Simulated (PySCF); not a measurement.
# AlSi2H7O2 (SMILES [SiH3][O][AlH][O][SiH3]): levels of theory compared

Wanted: a comparison of 4 runs (HF/def2-SVP, B3LYP/6-31G*, PBE/def2-TZVP, CCSD/3-21G) of AlSi2H7O2. The job is set up through a Python script.

The results are computed with PySCF 2.14.0.

## 1. The system as given

AlSi2H7O2: 12 atoms, total charge 0, spin state singlet. SMILES: `[SiH3][O][AlH][O][SiH3]`. The coordinates come from a PBE0-D4/def2-TZVP relaxation. This is one conformer, not always the lowest.

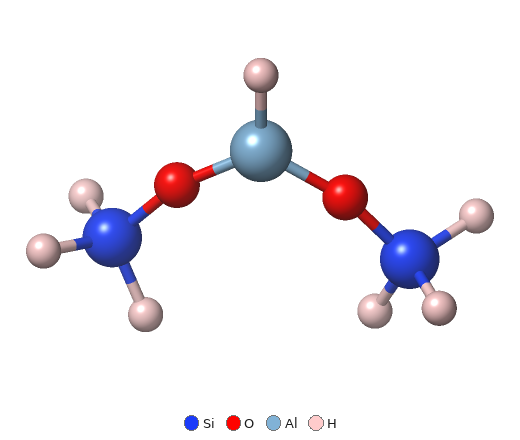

The structure, seen from a chosen angle (silicon blue, oxygen red, aluminium light blue, hydrogen pink).

## 2. Energy and forces at HF/def2-SVP (run 1)

The input, geometry.xyz:

```xyz
12

Si    -2.502000     0.693900     0.174200
O     -1.072000     0.732100     0.946800
Al     0.543900     0.530300     1.349100
O      1.576500    -0.254000     0.285100
Si     2.180800    -1.035900    -1.006000
H     -3.572800     0.282600     1.119600
H     -2.821900     2.043500    -0.361300
H     -2.464400    -0.273100    -0.956300
H      1.086400     1.072200     2.712600
H      3.425600    -0.364000    -1.462800
H      2.496000    -2.442300    -0.641100
H      1.200800    -1.040300    -2.126000
```

The input, calc.py:

```python
from pyscf import gto, scf

molecule = gto.Mole()
molecule.atom = 'geometry.xyz'
molecule.charge = 0
molecule.max_memory = 1860
molecule.verbose = 4
molecule.basis = 'def2-svp'
molecule.build()

calc0 = scf.RHF(molecule)
calc0.conv_tol = 1e-10
calc0.kernel()
if not calc0.converged:
    calc0 = calc0.newton().run(calc0.mo_coeff, calc0.mo_occ)

energy = calc0.e_tot
print('E = %.10f Eh' % energy)
grad = calc0.nuc_grad_method().kernel()
calc0.analyze()
```

Started as:

```
$ OMP_NUM_THREADS=1 python calc.py
```

Standard output:

```text
PySCF version 2.14.0

[... 99 lines left out ...]
MO #12  energy= -4.25597778040276  occ= 2
[... 20 lines left out ...]
MO #33  energy= 0.0923105293501654 occ= 0
[... 20 lines left out ...]
MO #54  energy= 0.57088308643762   occ= 0
[... 20 lines left out ...]
MO #75  energy= 1.16405773691073   occ= 0
[... 20 lines left out ...]
MO #96  energy= 1.99904653422675   occ= 0
[... 20 lines left out ...]
MO #117 energy= 3.64610308200896   occ= 0
[... 132 lines left out ...]
Dipole moment(X, Y, Z, Debye): -0.02180, -0.02176, -0.04709
```

It took 16 s on 1 thread of Intel Xeon at 2.70GHz, shared host; peak memory 0.3 GiB.

## 3. Energy and gradient at B3LYP/6-31G(d) (spherical functions) (run 2)

geometry.xyz: that of step 2 with these lines changed.

```diff
@@ -1,3 +1,3 @@
 12
-
+AlH7O2Si2
 Si    -2.502000     0.693900     0.174200
```

The input, job.py:

```python
from pyscf import gto, dft

mol = gto.M(
    atom='geometry.xyz',
    basis='6-31g*',
    charge=0,
    verbose=4,
    max_memory=1860,
)

ks = dft.RKS(mol)
ks.xc = 'b3lyp'
ks.grids.level = 5
ks.conv_tol = 1e-10
ks.kernel()
if not ks.converged:
    ks = ks.newton().run(ks.mo_coeff, ks.mo_occ)

etot = ks.e_tot
print('E(%s) = %.9f' % ('B3LYP', etot))
grad = ks.nuc_grad_method().kernel()
ks.analyze()
```

Started as:

```
$ OMP_NUM_THREADS=1 python job.py
```

Standard output:

```text
PySCF version 2.14.0

[... 108 lines left out ...]
MO #6   energy= -5.29428668021073  occ= 2
[... 17 lines left out ...]
MO #24  energy= -0.39700534769557  occ= 2
[... 17 lines left out ...]
MO #42  energy= 0.110208168014466  occ= 0
[... 17 lines left out ...]
MO #60  energy= 0.58979034479929   occ= 0
[... 17 lines left out ...]
MO #78  energy= 1.14492378545842   occ= 0
[... 17 lines left out ...]
MO #96  energy= 2.70342468966672   occ= 0
[... 111 lines left out ...]
Dipole moment(X, Y, Z, Debye): -0.02286, -0.02321, -0.05663
```

Run time: 56 s. Hardware: 1 thread of Intel Xeon at 2.70GHz, shared host; peak memory 0.95 GiB.

## 4. Energy and gradient at PBE/def2-TZVP (run 3)

The input, job.py:

```python
from pyscf import gto, dft

mol = gto.M(
    atom='''
Si      -2.502000       0.693900       0.174200
O       -1.072000       0.732100       0.946800
Al       0.543900       0.530300       1.349100
O        1.576500      -0.254000       0.285100
Si       2.180800      -1.035900      -1.006000
H       -3.572800       0.282600       1.119600
H       -2.821900       2.043500      -0.361300
H       -2.464400      -0.273100      -0.956300
H        1.086400       1.072200       2.712600
H        3.425600      -0.364000      -1.462800
H        2.496000      -2.442300      -0.641100
H        1.200800      -1.040300      -2.126000
''',
    verbose=4,
    max_memory=1860,
    basis='def2-tzvp',
    charge=0,
    spin=0,
)

myscf = dft.RKS(mol, xc='pbe')
myscf.conv_tol = 1e-10
myscf.grids.level = 5
myscf.kernel()
if not myscf.converged:
    myscf = myscf.newton().run(myscf.mo_coeff, myscf.mo_occ)

etot = myscf.e_tot
print('E = %.10f Eh' % etot)
grad = myscf.nuc_grad_method().kernel()
dip = myscf.dip_moment()
pop, q = myscf.mulliken_pop()
```

Started as:

```
$ OMP_NUM_THREADS=1 python job.py
```

Standard output:

```text
PySCF version 2.14.0

[... 87 lines left out ...]
converged SCF energy = -975.732690404355
[... 13 lines left out ...]
Dipole moment(X, Y, Z, Debye):  0.09275,  0.09156,  0.23227
[... 228 lines left out ...]
charge of   11H =     -0.03983
```

It took 5 min on 1 thread of Intel Xeon at 2.70GHz, shared host; peak memory 1.8 GiB.

## 5. A single-point energy at CCSD/3-21G (run 4)

geometry.xyz is that of step 3.

The input, run.py:

```python
from pyscf import gto, cc

mol = gto.M(
    atom='geometry.xyz',
    max_memory=1860,
    basis='3-21g',
    spin=0,
    verbose=4,
)

calc0 = mol.RHF()
calc0.conv_tol = 1e-10
calc0.kernel()
if not calc0.converged:
    calc0 = calc0.newton().run(calc0.mo_coeff, calc0.mo_occ)

mycc = cc.CCSD(calc0, frozen=17)
mycc.kernel()
e_tot = mycc.e_tot
print('E(%s) = %.9f' % ('CCSD', e_tot))
calc0.analyze()
```

Started as:

```
$ OMP_NUM_THREADS=1 python run.py
```

Standard output:

```text
PySCF version 2.14.0

[... 102 lines left out ...]
MO #1   energy= -68.328392702353   occ= 2
[... 13 lines left out ...]
MO #15  energy= -3.18926879058567  occ= 2
[... 13 lines left out ...]
MO #29  energy= -0.448345014781453 occ= 2
[... 13 lines left out ...]
MO #43  energy= 0.310096660124082  occ= 0
[... 13 lines left out ...]
MO #57  energy= 1.33184878624372   occ= 0
[... 13 lines left out ...]
MO #71  energy= 3.15642002399696   occ= 0
[... 86 lines left out ...]
Dipole moment(X, Y, Z, Debye): -0.16920, -0.16763, -0.41751
```

It took 6.6 s on 1 thread of Intel Xeon at 2.70GHz, shared host; peak memory 0.23 GiB.

## 6. All runs side by side

```csv
run,level,integration grid,task,energy (Eh),dipole moment (D) of the reference,HOMO energy (eV),LUMO energy (eV),wall time
1,HF/def2-SVP,–,gradient,-973.408149,0.06,-12.23,2.51,16 s
2,B3LYP/6-31G* (spherical functions),5,gradient,-976.246469,0.07,-8.27,-0.51,56 s
3,PBE/def2-TZVP,5,gradient,-975.732690,0.27,-7.25,-1.32,5 min
4,CCSD/3-21G,–,energy,-968.962838,0.48,-11.88,2.57,6.6 s
```

## 7. Summary of results

| quantity | value |
| --- | --- |
| run 4: total energy | -968.96284 Eh |
| run 4: dipole moment (Hartree–Fock density) | 0.48 D |
| run 4: HOMO energy (Hartree–Fock orbitals) | -11.88 eV |
| run 4: LUMO energy (Hartree–Fock orbitals) | 2.57 eV |
| run 4: HOMO–LUMO gap (Hartree–Fock orbitals) | 14.45 eV |
| run 4: correlation energy (17 core orbitals frozen) | -410.0 mEh |
| run 4: T1 diagnostic | 0.015 |

What this shows: Over runs 1, 2, 3 the dipole moment (its size) runs from 0.06 D (HF/def2-SVP) to 0.27 D (PBE/def2-TZVP). The two ends differ in method and basis. The two dipoles point in opposite directions. Over runs 1, 2, 3 the HOMO–LUMO gap runs from 5.93 eV (PBE/def2-TZVP) to 14.74 eV (HF/def2-SVP). Totals of different functionals can't be ranked against each other. All runs together took 6.3 min, the longest 5 min.
